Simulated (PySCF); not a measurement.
# One shape, several levels: C3H5ClOSi (SMILES C#C[SiH](Cl)OC)

Wanted: a comparison of 3 runs (HF/def2-SVP, TPSSh/3-21G, TPSS/pcseg-1) of C3H5ClOSi. The job is set up through a Python script.

Program for the calculation: PySCF 2.14.0.

## Step 1: Starting point

The species is C3H5ClOSi (11 atoms), meant as a singlet with charge 0. SMILES: `C#C[SiH](Cl)OC`. Geometry: relaxed at PBE0-D4/def2-TZVP. This is one conformer, not always the lowest.

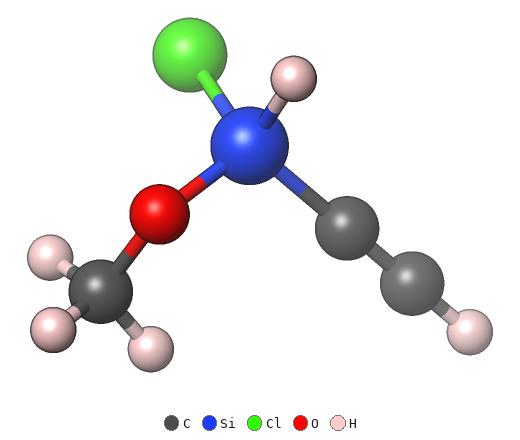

Viewed from a chosen angle; carbon dark grey, silicon blue, chlorine green, oxygen red, hydrogen pink.

## Step 2: Energy and gradient at HF/def2-SVP (run 1)

File calc.py:

```python
from pyscf import gto, scf

mol = gto.Mole()
mol.atom = '''
C     -1.771240     1.404067     4.493013
C     -0.239428     0.573910     3.024318
Si     2.093061    -0.620775     0.798976
Cl     1.893128    -4.490556     0.927667
O      1.531623     0.406102    -2.031267
C     -0.781780     0.124533    -3.337823
H     -3.122961     2.131989     5.798247
H      4.669135     0.174800     1.469073
H     -1.134025    -1.861569    -3.789657
H     -2.363480     0.852833    -2.221562
H     -0.650633     1.196953    -5.092056
'''
mol.verbose = 4
mol.unit = 'bohr'
mol.basis = 'def2-svp'
mol.spin = 0
mol.max_memory = 1860
mol.build()

hf = scf.RHF(mol)
hf.conv_tol = 1e-10
hf.kernel()
if not hf.converged:
    hf = hf.newton().run(hf.mo_coeff, hf.mo_occ)

e_tot = hf.e_tot
print('E(%s) = %.9f' % ('HF', e_tot))
grad = hf.nuc_grad_method().kernel()
hf.analyze()
```

Launch:

```sh
OMP_NUM_THREADS=1 python calc.py
```

Log:

```text
PySCF version 2.14.0

[... 86 lines left out ...]
Nuclear Repulsion Energy =             339.449884371674784
[... 12 lines left out ...]
MO #7   energy= -10.5476327503363  occ= 2
[... 10 lines left out ...]
MO #18  energy= -0.936640213068639 occ= 2
[... 10 lines left out ...]
MO #29  energy= -0.455568865495295 occ= 2
[... 10 lines left out ...]
MO #40  energy= 0.277024235841185  occ= 0
[... 10 lines left out ...]
MO #51  energy= 0.677008874432592  occ= 0
[... 10 lines left out ...]
MO #62  energy= 0.905397974017008  occ= 0
[... 10 lines left out ...]
MO #73  energy= 1.23070639756282   occ= 0
[... 10 lines left out ...]
MO #84  energy= 1.67738638800834   occ= 0
[... 10 lines left out ...]
MO #95  energy= 2.1327041263927    occ= 0
[... 10 lines left out ...]
MO #106 energy= 2.99750584775762   occ= 0
[... 10 lines left out ...]
MO #117 energy= 4.04148436909689   occ= 0
[... 92 lines left out ...]
pop of  5 C 3dxz          0.00385
pop of  5 C 3dx2-y2       0.00355
pop of  6 H 1s            0.82505
pop of  6 H 2s            0.01370
pop of  6 H 2px           0.00115
pop of  6 H 2py           0.00040
pop of  6 H 2pz           0.00109
pop of  7 H 1s            1.12905
pop of  7 H 2s            0.00441
pop of  7 H 2px           0.00511
pop of  7 H 2py           0.00057
pop of  7 H 2pz           0.00038
pop of  8 H 1s            0.90525
pop of  8 H 2s            0.00986
pop of  8 H 2px           0.00015
pop of  8 H 2py           0.00193
pop of  8 H 2pz           0.00021
pop of  9 H 1s            0.90798
pop of  9 H 2s            0.00920
pop of  9 H 2px           0.00134
pop of  9 H 2py           0.00033
pop of  9 H 2pz           0.00062
pop of  10 H 1s           0.89004
pop of  10 H 2s           0.01027
pop of  10 H 2px          0.00013
pop of  10 H 2py          0.00058
pop of  10 H 2pz          0.00144
 ** Mulliken atomic charges  **
charge of    0C =     -0.10086
charge of    1C =     -0.34455
charge of    2Si =      1.16502
charge of    3Cl =     -0.33085
charge of    4O =     -0.67959
charge of    5C =      0.01111
charge of    6H =      0.15861
charge of    7H =     -0.13952
charge of    8H =      0.08260
charge of    9H =      0.08052
charge of   10H =      0.09753
Dipole moment(X, Y, Z, Debye): -1.93423,  1.34288,  0.20592
```

Run time: 37 s. Hardware: 1 thread of Intel Xeon at 2.50GHz (Skylake/Cascade Lake), shared host; peak memory 0.3 GiB.

## Step 3: Energy and gradient at TPSSh/3-21G (run 2)

File geometry.xyz:

```xyz
11
C3H5ClOSi
C     -0.937300     0.743000     2.377600
C     -0.126700     0.303700     1.600400
Si     1.107600    -0.328500     0.422800
Cl     1.001800    -2.376300     0.490900
O      0.810500     0.214900    -1.074900
C     -0.413700     0.065900    -1.766300
H     -1.652600     1.128200     3.068300
H      2.470800     0.092500     0.777400
H     -0.600100    -0.985100    -2.005400
H     -1.250700     0.451300    -1.175600
H     -0.344300     0.633400    -2.694600
```

File run.py:

```python
# C#C[SiH](Cl)OC
from pyscf import gto, dft

molecule = gto.M(
    atom='geometry.xyz',
    max_memory=1860,
    verbose=4,
    basis='3-21g',
    charge=0,
)

calc0 = dft.RKS(molecule)
calc0.xc = 'tpssh'
calc0.grids.level = 5
calc0.conv_tol = 1e-10
calc0.kernel()
if not calc0.converged:
    calc0 = calc0.newton().run(calc0.mo_coeff, calc0.mo_occ)

etot = calc0.e_tot
print(f'total energy: {etot:.8f} hartree')
grad = calc0.nuc_grad_method().kernel()
dip = calc0.dip_moment()
pop, q = calc0.mulliken_pop()
```

Launch:

```sh
OMP_NUM_THREADS=1 python run.py
```

Log:

```text
PySCF version 2.14.0

[... 80 lines left out ...]
converged SCF energy = -937.481068734615
total energy: -937.48106873 hartree
[... 12 lines left out ...]
Dipole moment(X, Y, Z, Debye): -2.06904,  2.11751,  0.12098
[... 45 lines left out ...]
pop of  4 O 1s            1.98473
pop of  4 O 2s            0.41758
pop of  4 O 3s            1.47227
pop of  4 O 2px           0.67273
pop of  4 O 2py           0.78078
pop of  4 O 2pz           0.69094
pop of  4 O 3px           0.83166
pop of  4 O 3py           0.96082
pop of  4 O 3pz           0.83082
pop of  5 C 1s            1.98607
pop of  5 C 2s            0.38012
pop of  5 C 3s            1.04436
pop of  5 C 2px           0.47067
pop of  5 C 2py           0.59470
pop of  5 C 2pz           0.55367
pop of  5 C 3px           0.29079
pop of  5 C 3py           0.53785
pop of  5 C 3pz           0.47612
pop of  6 H 1s            0.46618
pop of  6 H 2s            0.24678
pop of  7 H 1s            0.44305
pop of  7 H 2s            0.69493
pop of  8 H 1s            0.48393
pop of  8 H 2s            0.30173
pop of  9 H 1s            0.48422
pop of  9 H 2s            0.31139
pop of  10 H 1s           0.48617
pop of  10 H 2s           0.28771
 ** Mulliken atomic charges  **
charge of    0C =     -0.38406
charge of    1C =     -0.38629
charge of    2Si =      1.34967
charge of    3Cl =     -0.39655
charge of    4O =     -0.64232
charge of    5C =     -0.33436
charge of    6H =      0.28704
charge of    7H =     -0.13798
charge of    8H =      0.21435
charge of    9H =      0.20439
charge of   10H =      0.22612
```

Run time: 78 s. Hardware: 1 thread of Intel Xeon at 2.50GHz (Skylake/Cascade Lake), shared host; peak memory 0.72 GiB.

## Step 4: Energy and forces at TPSS/pcseg-1 (run 3)

File input.py:

```python
import pyscf.grad
from pyscf import gto, dft

mol = gto.Mole()
mol.atom = [
    ('C', (-0.937300, 0.743000, 2.377600)),
    ('C', (-0.126700, 0.303700, 1.600400)),
    ('Si', (1.107600, -0.328500, 0.422800)),
    ('Cl', (1.001800, -2.376300, 0.490900)),
    ('O', (0.810500, 0.214900, -1.074900)),
    ('C', (-0.413700, 0.065900, -1.766300)),
    ('H', (-1.652600, 1.128200, 3.068300)),
    ('H', (2.470800, 0.092500, 0.777400)),
    ('H', (-0.600100, -0.985100, -2.005400)),
    ('H', (-1.250700, 0.451300, -1.175600)),
    ('H', (-0.344300, 0.633400, -2.694600)),
]
mol.max_memory = 1860
mol.basis = 'pcseg-1'
mol.verbose = 3
mol.build()

mf = dft.RKS(mol, xc='tpss')
mf.grids.level = 5
mf.conv_tol = 1e-10
mf.kernel()
if not mf.converged:
    mf = mf.newton().run(mf.mo_coeff, mf.mo_occ)

energy = mf.e_tot
print(f'total energy: {energy:.8f} hartree')
grad = mf.Gradients().kernel()
dip = mf.dip_moment()
pop, q = mf.mulliken_pop()
```

Launch:

```sh
OMP_NUM_THREADS=1 python input.py
```

Log:

```text
converged SCF energy = -942.272875448458
total energy: -942.27287545 hartree
[... 8 lines left out ...]
Dipole moment(X, Y, Z, Debye): -1.80349,  1.43425, -0.00031
[... 90 lines left out ...]
pop of  5 C 3dz^2         0.00923
pop of  5 C 3dxz          0.01513
pop of  5 C 3dx2-y2       0.01474
pop of  6 H 1s            0.76105
pop of  6 H 2s            0.15419
pop of  6 H 2px           0.00765
pop of  6 H 2py           0.00498
pop of  6 H 2pz           0.00737
pop of  7 H 1s            0.77389
pop of  7 H 2s            0.30501
pop of  7 H 2px           0.00596
pop of  7 H 2py           0.00082
pop of  7 H 2pz           0.00055
pop of  8 H 1s            0.78676
pop of  8 H 2s            0.09694
pop of  8 H 2px           0.00239
pop of  8 H 2py           0.01076
pop of  8 H 2pz           0.00331
pop of  9 H 1s            0.78635
pop of  9 H 2s            0.10323
pop of  9 H 2px           0.00724
pop of  9 H 2py           0.00434
pop of  9 H 2pz           0.00499
pop of  10 H 1s           0.78777
pop of  10 H 2s           0.09196
pop of  10 H 2px          0.00188
pop of  10 H 2py          0.00547
pop of  10 H 2pz          0.00884
 ** Mulliken atomic charges  **
charge of    0C =     -0.11846
charge of    1C =     -0.11157
charge of    2Si =      0.76532
charge of    3Cl =     -0.29070
charge of    4O =     -0.58300
charge of    5C =      0.06208
charge of    6H =      0.06476
charge of    7H =     -0.08623
charge of    8H =      0.09985
charge of    9H =      0.09386
charge of   10H =      0.10408
```

Run time: 3.6 min. Hardware: 1 thread of Intel Xeon at 2.50GHz (Skylake/Cascade Lake), shared host; peak memory 1.2 GiB.

## Step 5: The series

| run | level | integration grid | energy (Eh) | dipole moment (D) | HOMO energy (eV) | LUMO energy (eV) | wall time |
| --- | --- | --- | --- | --- | --- | --- | --- |
| 1 | HF/def2-SVP | – | -939.464540 | 2.36 | -11.34 | 3.52 | 37 s |
| 2 | TPSSh/3-21G | 5 | -937.481069 | 2.96 | -7.61 | -0.62 | 78 s |
| 3 | TPSS/pcseg-1 | 5 | -942.272875 | 2.30 | -7.22 | -1.23 | 3.6 min |

## Step 6: Outcome

```
                       quantity          value
            run 3: total energy  -942.27288 Eh
           run 3: dipole moment         2.30 D
             run 3: HOMO energy       -7.22 eV
             run 3: LUMO energy       -1.23 eV
           run 3: HOMO–LUMO gap        5.99 eV
run 3: largest force on an atom     1.270 eV/Å
```

The dipole moment (its size) runs from 2.30 D (TPSS/pcseg-1) to 2.96 D (TPSSh/3-21G). The two ends differ in method and basis. The HOMO–LUMO gap runs from 5.99 eV (TPSS/pcseg-1) to 14.86 eV (HF/def2-SVP). Totals of different functionals can't be ranked against each other. All runs together took 5.5 min, the longest 3.6 min.
